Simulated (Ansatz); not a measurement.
# Calculations on Li

Part 1: Relaxation

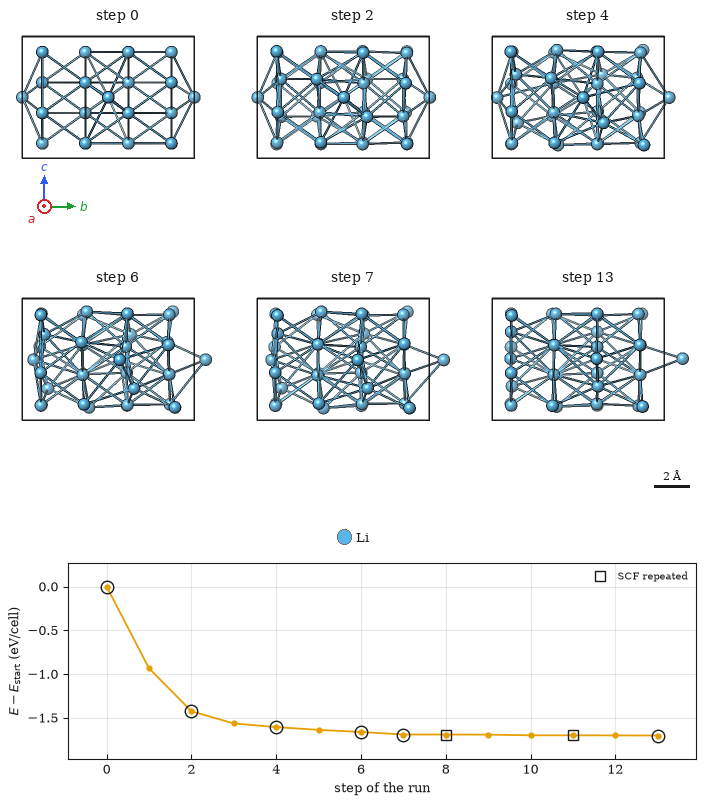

Frames of a relaxation of a defect cell of composition Li, marked on the history of the run. The picture is a ball-and-stick view of the conventional cell (2 times the calculation's cell) (origin shifted), seen along the a axis. Lengths and directions refer to the drawn axes.

It is an interstitial Li in bcc Li. The run prepares an end point of a later path (interstitial hop) calculation, from a guessed geometry.

These are results of DFT PBE, scalar-relativistic, plane waves, PAW in Ansatz, not measurements.

Input file:
```yaml
crystal:
  lattice:
    - [6.98, 0.0, 0.0]
    - [0.0, 6.98, 0.0]
    - [0.0, 0.0, 6.98]
  atoms:
    - { symbol: Li, position: [0.0, 0.0, 0.0] }
    - { symbol: Li, position: [0.5, 0.0, 0.0] }
    - { symbol: Li, position: [0.0, 0.5, 0.0] }
    - { symbol: Li, position: [0.0, 0.0, 0.5] }
    - { symbol: Li, position: [0.25, 0.25, 0.25] }
    - { symbol: Li, position: [0.5, 0.5, 0.0] }
    - { symbol: Li, position: [0.5, 0.0, 0.5] }
    - { symbol: Li, position: [0.75, 0.25, 0.25] }
    - { symbol: Li, position: [0.0, 0.5, 0.5] }
    - { symbol: Li, position: [0.25, 0.75, 0.25] }
    - { symbol: Li, position: [0.25, 0.25, 0.75] }
    - { symbol: Li, position: [0.5, 0.5, 0.5] }
    - { symbol: Li, position: [0.75, 0.75, 0.25] }
    - { symbol: Li, position: [0.75, 0.25, 0.75] }
    - { symbol: Li, position: [0.25, 0.75, 0.75] }
    - { symbol: Li, position: [0.75, 0.75, 0.75] }
    - { symbol: Li, position: [0.8784786, 0.7556507, 0.5114502] }
basis:
  ecutwfc: 420.0
kpoints:
  mp_grid: { grid: [3, 3, 3] }
hamiltonian:
  xc: pbe
scf:
  occupations: { method: fermi_dirac, width: 0.15 }
  lower_state_search: "off"
relax:
  f_tol: 0.03
  max_steps: 60
  adjacent_minimum: "off"
output:
  write_density: true
  write_potential: true
  elf: true
  volumetric_format: npy
```

Launched with:
```bash
ansatz run input.yaml --threads 2 --pin off --max-ram 5120MiB --backend cpu --events-out ev --progress --plain --runs-dir out
```

**Describe the path.**

The largest move is that of Li17, 1.05 Å along +b. The lattice vectors keep their values. Some distances before and after: Li4–Li16 3.022 → 4.789 Å, Li14–Li17 3.935 → 2.886 Å, Li1–Li17 3.906 → 2.920 Å, Li9–Li17 1.977 → 2.871 Å. Among the angles between lasting bonds that change: Li4–Li17–Li16 105.5° → 177.2°, Li11–Li4–Li17 138.5° → 93.9°, Li2–Li16–Li17 140.3° → 99.7°. After 11 accepted moves (13 points after the start) the energy has fallen by 1.703 eV per cell of the calculation. Largest force component: 1.7 eV/Å at the start, 0.012 eV/Å at the end. 2 steps only repeated the SCF at the same geometry. The forces were under the threshold at step 7, but the run went on from there. From step 0 to 2: Li16 moves most (0.37 Å), energy −1.425 eV per cell of the calculation. From step 2 to 4: Li16 moves most (0.39 Å), energy −0.182 eV per cell of the calculation. From step 4 to 6: Li17 moves most (0.39 Å), energy −55.7 meV per cell of the calculation. From step 6 to 7: Li17 moves most (0.20 Å), energy −29.2 meV per cell of the calculation. From step 7 to 13: Li atoms move most (0.29 Å), energy −11.2 meV per cell of the calculation.

```json
{"step": "0", "E − E(0), meV/atom": "0.00", "largest force component, eV/Å": "1.7083", "note": ""}
{"step": "1", "E − E(0), meV/atom": "-54.96", "largest force component, eV/Å": "1.0384", "note": ""}
{"step": "2", "E − E(0), meV/atom": "-83.83", "largest force component, eV/Å": "0.3969", "note": ""}
{"step": "3", "E − E(0), meV/atom": "-92.06", "largest force component, eV/Å": "0.1078", "note": ""}
{"step": "4", "E − E(0), meV/atom": "-94.53", "largest force component, eV/Å": "0.0717", "note": ""}
{"step": "5", "E − E(0), meV/atom": "-96.40", "largest force component, eV/Å": "0.0641", "note": ""}
{"step": "6", "E − E(0), meV/atom": "-97.80", "largest force component, eV/Å": "0.0724", "note": ""}
{"step": "7", "E − E(0), meV/atom": "-99.52", "largest force component, eV/Å": "0.0272", "note": ""}
{"step": "8", "E − E(0), meV/atom": "-99.52", "largest force component, eV/Å": "0.0273", "note": "same geometry, SCF repeated"}
{"step": "9", "E − E(0), meV/atom": "-99.59", "largest force component, eV/Å": "0.0568", "note": ""}
{"step": "10", "E − E(0), meV/atom": "-100.05", "largest force component, eV/Å": "0.0123", "note": ""}
{"step": "11", "E − E(0), meV/atom": "-100.05", "largest force component, eV/Å": "0.0122", "note": "same geometry, SCF repeated"}
{"step": "12", "E − E(0), meV/atom": "-100.10", "largest force component, eV/Å": "0.0125", "note": ""}
{"step": "13", "E − E(0), meV/atom": "-100.18", "largest force component, eV/Å": "0.0122", "note": ""}
```

Limits of the set-up: the periodic images lie only 7.0 Å apart, so the values are limited by the cell's size.

Part 2: Relaxation

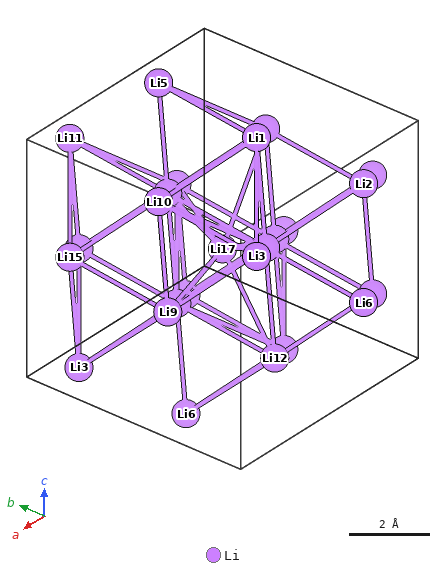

This is the input geometry for a relaxation of a defect cell of composition Li. Style: ball-and-stick. Shown: the cell of the calculation, reduced to other axes (origin shifted), from a free direction. Lengths and directions refer to the drawn axes.

It is an interstitial Li in bcc Li. The run prepares an end point of a later path (interstitial hop) calculation, from a guessed geometry.

Level of theory: DFT PBE, scalar-relativistic, plane waves, PAW in Ansatz 0.2.0.

Input
```yaml
crystal:
  lattice:
    - [6.98, 0.0, 0.0]
    - [0.0, 6.98, 0.0]
    - [0.0, 0.0, 6.98]
  atoms:
    - { symbol: Li, position: [0.0, 0.0, 0.0] }
    - { symbol: Li, position: [0.5, 0.0, 0.0] }
    - { symbol: Li, position: [0.0, 0.5, 0.0] }
    - { symbol: Li, position: [0.0, 0.0, 0.5] }
    - { symbol: Li, position: [0.25, 0.25, 0.25] }
    - { symbol: Li, position: [0.5, 0.5, 0.0] }
    - { symbol: Li, position: [0.5, 0.0, 0.5] }
    - { symbol: Li, position: [0.75, 0.25, 0.25] }
    - { symbol: Li, position: [0.0, 0.5, 0.5] }
    - { symbol: Li, position: [0.25, 0.75, 0.25] }
    - { symbol: Li, position: [0.25, 0.25, 0.75] }
    - { symbol: Li, position: [0.5, 0.5, 0.5] }
    - { symbol: Li, position: [0.75, 0.75, 0.25] }
    - { symbol: Li, position: [0.75, 0.25, 0.75] }
    - { symbol: Li, position: [0.25, 0.75, 0.75] }
    - { symbol: Li, position: [0.75, 0.75, 0.75] }
    - { symbol: Li, position: [0.74609874, 0.86292956, 0.49776571] }
basis:
  ecutwfc: 420.0
kpoints:
  mp_grid: { grid: [3, 3, 3] }
hamiltonian:
  xc: pbe
scf:
  occupations: { method: fermi_dirac, width: 0.15 }
  lower_state_search: "off"
relax:
  f_tol: 0.03
  max_steps: 60
  adjacent_minimum: "off"
```

Run as
```bash
ansatz run input.yaml --threads 2 --pin off --max-ram 5120MiB --backend cpu --events-out ev --progress --plain --runs-dir out
```

Q: What does the optimiser find from here?

A: After 10 accepted moves (12 points after the start) the energy has fallen by 1.694 eV per cell of the calculation. Largest force component: 1.7 eV/Å at the start, 0.013 eV/Å at the end. 2 steps only repeated the SCF at the same geometry. The forces were under the threshold at step 8, but the run went on from there. The atom that moves furthest is Li17 (1.07 Å along [−1 −1 0]). The cell doesn't change. Some distances before and after: Li7–Li13 3.022 → 4.773 Å, Li2–Li17 3.992 → 2.927 Å, Li10–Li17 3.950 → 2.922 Å, Li16–Li17 1.929 → 2.843 Å. Among the angles between lasting bonds that change: Li7–Li17–Li13 102.8° → 173.6°, Li6–Li13–Li17 139.2° → 98.6°, Li5–Li7–Li17 141.3° → 101.2°.

Final geometry:

```xyz
17
Lattice="6.9800 0.0000 0.0000 0.0000 6.9800 0.0000 0.0000 0.0000 6.9800" Properties=species:S:1:pos:R:3 pbc="T T T"
Li    6.9416    6.8383    0.1819
Li    3.5432    0.0108    0.0912
Li    0.3059    3.5824    6.7181
Li    0.0864    6.9250    3.5074
Li    1.6592    1.8360    1.7057
Li    3.4742    3.4154    6.9262
Li    3.0824    0.7037    3.8585
Li    5.3273    1.7449    1.7841
Li    0.1119    3.4949    3.6362
Li    1.8276    5.2152    1.7944
Li    1.5156    1.6407    5.5593
Li    3.5244    3.4762    3.5898
Li    5.6648    4.5263    1.3793
Li    5.3610    1.7093    5.3320
Li    1.9336    5.3742    5.2004
Li    5.2529    5.2790    5.3275
Li    4.4558    6.0912    2.7225
```

After the run, drawn alike:

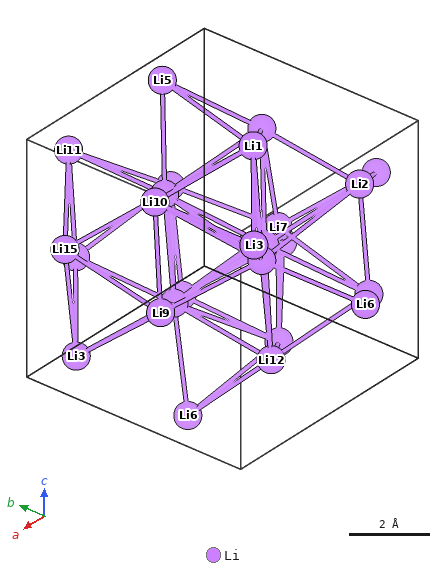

Limits of the set-up: the periodic images lie only 7.0 Å apart, so the values are limited by the cell's size.

Part 3: Path

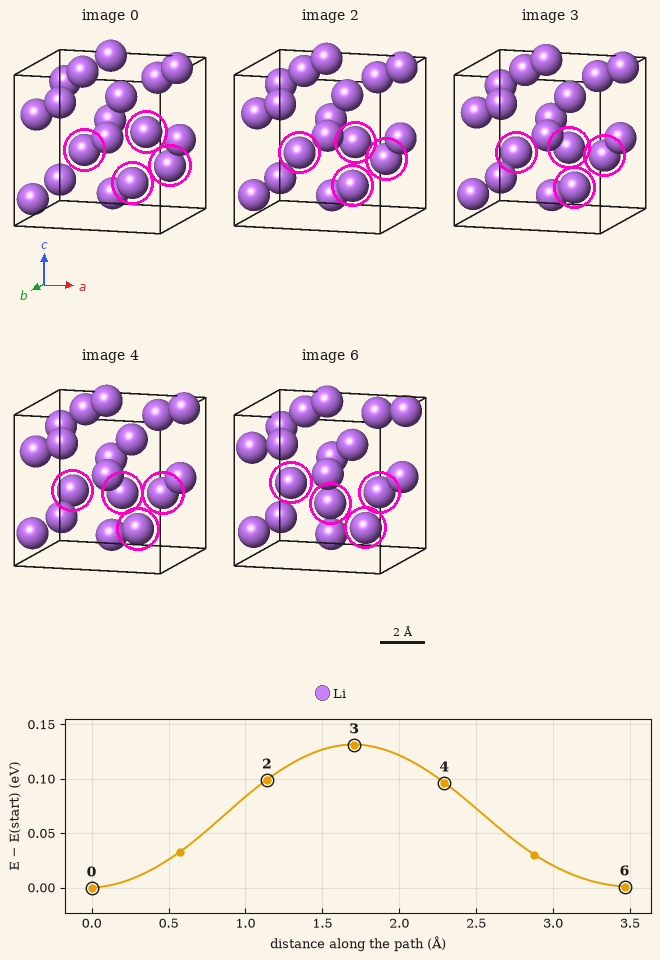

NEB run on Li with an interstitial Li (17 atoms in the cell). Images are numbered from 0 (start) to 6 (end). Style: spheres-only. Shown: the simulation cell (origin moved), from a free direction. The atoms that move most are ringed.

Computed with DFT PBE, scalar-relativistic, plane waves, PAW (Ansatz). Run with plane-wave cutoff 420 eV; k-point mesh 3 × 3 × 3; Fermi-Dirac smearing 0.15 eV; 5 movable images; climbing image; force threshold 0.03 eV/Å; iteration limit 23; optimiser FIRE; starting path by straight interpolation.

### Read off the barrier and say what moves.

A Li atom travels furthest, 2.30 Å from end to end, along [−1 0 −1], on a straight line. At the highest image its nearest neighbour (Li) is 2.42 Å away, against 2.38 Å at the start, and the surrounding atoms stand up to 0.29 Å off the mean of their end positions. The two ends have nearly the same energy, and the highest point, image 3, lies 0.132 eV above the start. The band converged in 23 iterations. The largest component of the band force went from 0.51 to 0.02 eV/Å. The climbing image converged on the top of the path. Its curvatures weren't checked.

Limits of the set-up: the periodic images lie only 7.0 Å apart, so the values are limited by the cell's size.

Cost: 17 min on 2 threads of Arm Neoverse V1, on a shared host, peak memory 1.1 GiB.
